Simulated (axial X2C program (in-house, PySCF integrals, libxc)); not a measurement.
**A two-component session on SiB⁺: properties at the nuclei**

Aim: properties at the nuclei of SiB⁺, with spin–orbit coupling in the Hamiltonian from the start.

The runs use an in-house X2C program for linear molecules on PySCF integrals; two-component X2C with atomic mean-field terms, Si dyall-v3z, B dyall-v3z.

All values are calculated.

### Step 1. Set-up

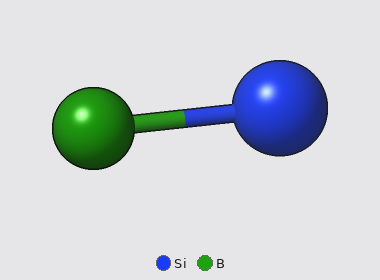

The two atoms at 2.010 Å (silicon blue, boron green).

File task.json:

```json
{
 "zs": [
  14,
  5
 ],
 "q": 1,
 "bas": [
  "dyall-v3z",
  "dyall-v3z"
 ],
 "r0": 2.01,
 "levels": [
  "PBE0",
  "HF",
  "PBE",
  "BHandHLYP",
  "PBE50"
 ],
 "nst": 3
}
```

Keys: zs atomic numbers; q charge; bas basis sets; r0 starting distance in Å; levels methods (HF also brings MP2); nst determinants followed.

Started as:

```
$ python soeom.py task.json out
```

Nuclei are Gaussian, cores are contracted, and the Gaunt term is on.

### Step 2. Expectation values, lowest determinant

R = 2.109 Å. State: Ω = 2 (excess of +ω over −ω: ω = 1/2, ω = 3/2).

Output of the PBE0 run:

```text
two-component X2C + atomic mean field  PBE0
basis functions 88  fitting functions 564  grid points 4359
iter        total energy     max residual
   1       -314.255232320     1.89e-05
   2       -314.255232345     1.21e-05
   3       -314.255232354     8.30e-06
   4       -314.255232362     1.14e-06
   5       -314.255232362     5.06e-07
converged
one-electron -463.70785806  Coulomb 156.34739676  exact exchange -5.97625838  xc functional -18.44478017  nuclear repulsion 17.56396622  atomic mean-field constant -0.03769873
```

The highest occupied spinor is 53% Si p, 41% B p, 3% B d.

```csv
level,Eeff magnitude (GV/cm),Ws magnitude Si (kHz),A∥/gI Si (MHz),qzz Si (a.u.),A∥/gI B (MHz),qzz B (a.u.)
PBE0,0.00687,0.00293,47.4,-1.42,82.5,-0.40
HF,0.0926,0.0199,49.5,-1.40,86.8,-0.46
PBE,0.00837,0.00312,53.8,-1.45,84.2,-0.39
BHandHLYP,0.0144,0.00446,54.4,-1.36,83,-0.44
PBE50,0.00561,0.00276,43.1,-1.40,80.8,-0.41
```

Eeff is the effective electric field on the electron dipole moment in this Ω state and Ws the scalar–pseudoscalar constant (defined with the proton number Z and per Ω); A∥ is the parallel hyperfine constant, which follows by multiplying with the nuclear g factor gI = μI/(I μN); qzz is the electric field gradient, eQq0 = 234.96 MHz × Q/barn × qzz. The operators were transformed with the bare-nucleus X2C matrices.

### Step 3. Expectation values, a higher determinant

R = 2.109 Å. State: Ω = 1 (excess of +ω over −ω: 2 × ω = 1/2), 0.16 eV above the lowest in the PBE0 search for states (made at or near this distance, with looser thresholds).

Output of the PBE0 run:

```text
two-component X2C + atomic mean field  PBE0
basis functions 88  fitting functions 564  grid points 4359
iter        total energy     max residual
   1       -314.249471646     3.20e-05
   2       -314.249471641     4.46e-05
   3       -314.249471670     2.91e-06
   4       -314.249471671     9.29e-07
converged
one-electron -463.70191736  Coulomb 156.34256374  exact exchange -5.97516060  xc functional -18.44122495  nuclear repulsion 17.56396622  atomic mean-field constant -0.03769873
```

The highest occupied spinor is 58% Si p, 36% B p, 4% B d.

```csv
level,Eeff magnitude (GV/cm),Ws magnitude Si (kHz),A∥/gI Si (MHz),qzz Si (a.u.),A∥/gI B (MHz),qzz B (a.u.)
PBE0,0.04,0.0187,203,-1.27,158,-0.43
HF,0.0576,0.0257,153,-1.07,141,-0.52
PBE,0.0372,0.0176,224,-1.32,165,-0.42
BHandHLYP,0.0429,0.02,187,-1.22,156,-0.47
PBE50,0.0435,0.0201,186,-1.22,151,-0.45
```

### Step 4. Expectation values, a higher determinant

R = 2.109 Å. State: Ω = 1 (excess of +ω over −ω: ω = -1/2, ω = 3/2), 0.17 eV above the lowest in the PBE0 search for states (made at or near this distance, with looser thresholds).

Output of the PBE0 run:

```text
two-component X2C + atomic mean field  PBE0
basis functions 88  fitting functions 564  grid points 4359
iter        total energy     max residual
   1       -314.248958026     1.65e-06
   2       -314.248958027     1.14e-06
converged
one-electron -463.69667911  Coulomb 156.33756830  exact exchange -5.97508787  xc functional -18.44102683  nuclear repulsion 17.56396622  atomic mean-field constant -0.03769873
```

The highest occupied spinor is 58% Si p, 36% B p, 4% B d.

```csv
level,Eeff magnitude (GV/cm),Ws magnitude Si (kHz),A∥/gI Si (MHz),qzz Si (a.u.),A∥/gI B (MHz),qzz B (a.u.)
PBE0,0.0446,0.0205,121,-1.28,-106,-0.43
HF,0.204,0.0823,168,-0.99,-111,-0.50
PBE,0.0438,0.0201,94.5,-1.32,-105,-0.42
BHandHLYP,0.0481,0.022,151,-1.23,-109,-0.47
PBE50,0.0499,0.0226,142,-1.23,-105,-0.45
```

### Step 5. Outcome

| quantity | value |
| --- | --- |
| lowest determinant | Ω = 2 (excess of +ω over −ω: ω = 1/2, ω = 3/2) |
| Eeff magnitude (GV/cm), PBE0 | 0.00687 |
| Ws magnitude Si (kHz), PBE0 | 0.00293 |
| A∥/gI Si (MHz), PBE0 | 47.4 |
| qzz Si (a.u.), PBE0 | -1.42 |
| higher determinant | Ω = 1 (excess of +ω over −ω: 2 × ω = 1/2) |
| Eeff magnitude (GV/cm), PBE0, higher determinant | 0.04 |
| Ws magnitude Si (kHz), PBE0, higher determinant | 0.0187 |
| A∥/gI Si (MHz), PBE0, higher determinant | 203 |
| qzz Si (a.u.), PBE0, higher determinant | -1.27 |
| higher determinant | Ω = 1 (excess of +ω over −ω: ω = -1/2, ω = 3/2) |
| Eeff magnitude (GV/cm), PBE0, higher determinant | 0.0446 |
| Ws magnitude Si (kHz), PBE0, higher determinant | 0.0205 |
| A∥/gI Si (MHz), PBE0, higher determinant | 121 |
| qzz Si (a.u.), PBE0, higher determinant | -1.28 |

What this shows: In the first state, the effective field runs from 0.00561 to 0.0926 GV/cm over the mean-field levels, so the levels don't agree on it. The expectation values come from single determinants, which for open shells can mix terms of unlike spin or miss the lowest Ω, so a determinant need not be a state. Eeff is the effective electric field on the electron dipole moment in this Ω state and Ws the scalar–pseudoscalar constant (defined with the proton number Z and per Ω); A∥ is the parallel hyperfine constant, which follows by multiplying with the nuclear g factor gI = μI/(I μN); qzz is the electric field gradient, eQq0 = 234.96 MHz × Q/barn × qzz. The operators were transformed with the bare-nucleus X2C matrices.
